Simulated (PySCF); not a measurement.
**CH7NOSi2, SMILES `O=CN([SiH3])[SiH3]`: what the electrons do**

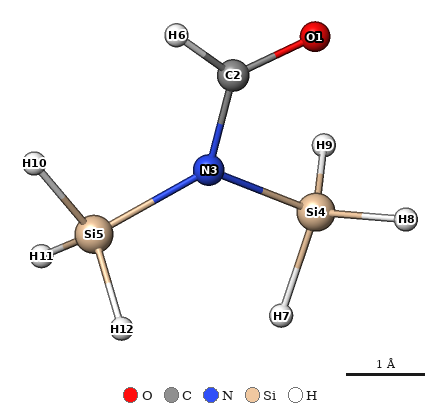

The molecule, with its atoms numbered as below. No frequency check shows the geometry to be a minimum.

Coordinates in Å:

```
O1       1.6985    1.2864   -0.0001
C2       0.4839    1.2773    0.0002
N3      -0.1830    0.1257    0.0003
Si4      1.0678   -1.1493   -0.0000
Si5     -1.9201   -0.0236   -0.0003
H6      -0.1123    2.2005    0.0011
H7       0.2335   -2.3564    0.0011
H8       1.8188   -1.0534    1.2397
H9       1.8161   -1.0540   -1.2431
H10     -2.4434    1.3414   -0.0016
H11     -2.2971   -0.7465   -1.2105
H12     -2.2945   -0.7459    1.2157
```

## 1. Bonding charge

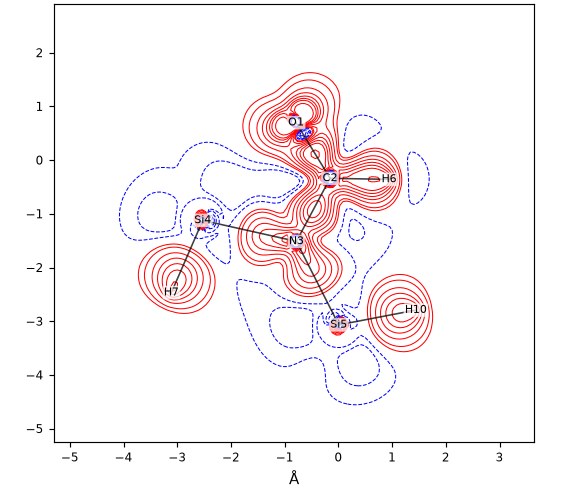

Deformation density (molecule less spherical, spin-averaged free atoms) in a plane through 8 of the atoms; contours at ±0.05 to ±0.8 e/Å³; solid red lines: gain, dashed blue lines: loss.

PySCF calculation, HF/def2-SVPD, gas phase; geometry: GFN2-xTB.

> How much density has each bond in this plane gained at its critical point, relative to the free atoms?

C2–H6: +0.80 e/Å³ at the bond critical point (bond length 1.10 Å). O1–C2: +0.76 e/Å³ at the bond critical point (bond length 1.22 Å). C2–N3: +0.59 e/Å³ at the bond critical point (bond length 1.33 Å). Si5–H10: +0.20 e/Å³ at the bond critical point (bond length 1.46 Å). Si4–H7: +0.19 e/Å³ at the bond critical point (bond length 1.47 Å). N3–Si5: +0.08 e/Å³ at the bond critical point (bond length 1.74 Å); up to 0.6 Å beside the axis the gain reaches +0.46 e/Å³. N3–Si4: +0.05 e/Å³ at the bond critical point (bond length 1.79 Å); up to 0.6 Å beside the axis the gain reaches +0.43 e/Å³. In all, 3.1 electrons gather in the regions of gain relative to the promolecule. A small or negative value marks a very polar bond, one between electron-rich atoms, whose free-atom densities already overlap strongly, a long bond to a heavier atom, or a closed-shell contact such as a hydrogen bond.

> Where do the Hirshfeld charges lie?

The highest Hirshfeld charge is on Si5 (+0.42 e), the lowest on O1 (−0.34 e).

## 2. Electrostatic potential

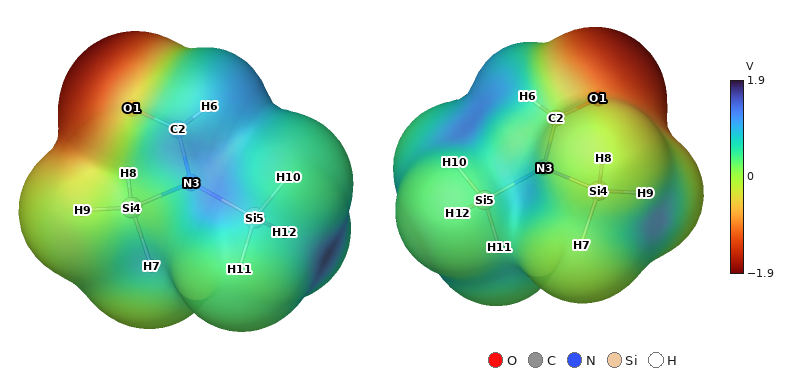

Electrostatic potential on the surface of electron density 0.001 a.u. (back view left, front view right).

> Where are the extremes of the potential on the surface?

Highest: 1.64 V, near H10 (1.96 Å), Si5 (1.99 Å) and H11 (2.14 Å). Further maxima include 1.31 V, off the N3–Si5 bond (2.1 to 2.2 Å from its atoms), and at like points elsewhere; 1.28 V, near Si4 (1.98 Å), H9 (2.07 Å), H8 (2.12 Å) and H7 (2.15 Å). Lowest: −1.85 V, 1.7 Å from O1. Further minima include −0.04 V, 1.5 Å from H7; 0.24 V, 1.5 Å from H12, and at like points elsewhere. The surface is sampled at points, so like sites can differ by a few per cent and only the strongest of them is named.

## 3. Excited states

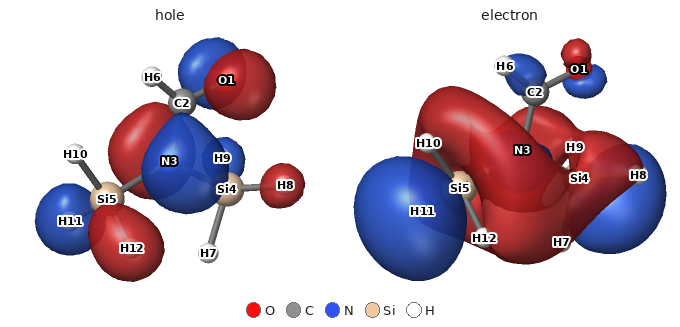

Leading natural transition orbital pair of S₂ (full linear response singlet states); the surfaces enclose about 78 % of each orbital's density.

Computed with PySCF, CAM-B3LYP/def2-SVP, geometry: GFN2-xTB. Without diffuse functions Rydberg states are missing, so the states' numbers hold for this basis only.

> Where does the state lie, and where do hole and electron sit?

7.38 eV (168 nm), f = 0.002; the leading pair carries 99 %; hole on N3 (41 %), O1 (21 %) and Si5 (10 %), electron on Si5 (38 %), Si4 (20 %) and N3 (10 %); their centroids lie 1.2 Å apart; S₃ lies within 0.1 eV of it. In canonical orbitals it is mainly HOMO−1 → LUMO (96 %). The HOMO–LUMO gap is 10.70 eV.

## 4. Localised orbitals

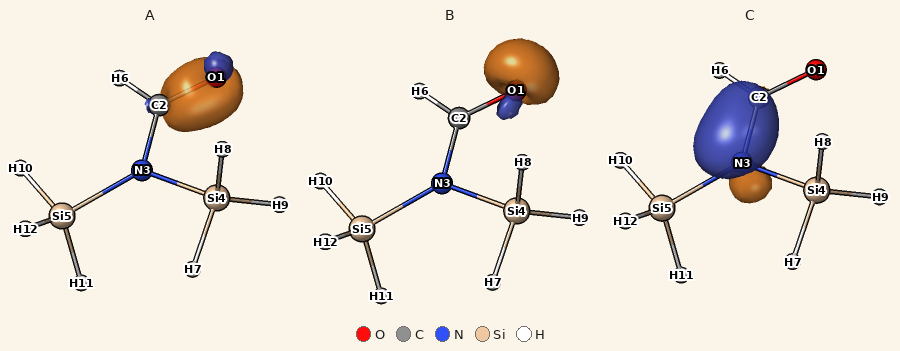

Foster–Boys orbitals, occupied; each surface holds about 70 % of the orbital's density. Energies are diagonal elements of the Fock matrix.

Method: M06-2X/def2-SVP; geometry: GFN2-xTB; program: PySCF.

> What does each orbital represent in a Lewis picture?

By panel:
- A: bent (banana) bond O1–C2 (O1 66 %, C2 34 %; −19.3 eV)
- B: lone pair on O1 (sp1.6-type) (O1 97 %; −15.2 eV)
- C: bent (banana) bond N3–C2 (N3 70 %, C2 24 %; −16.1 eV)

> Which has the smallest and which the largest spatial spread?

Smallest: B (0.72 Å); largest: C (0.93 Å).
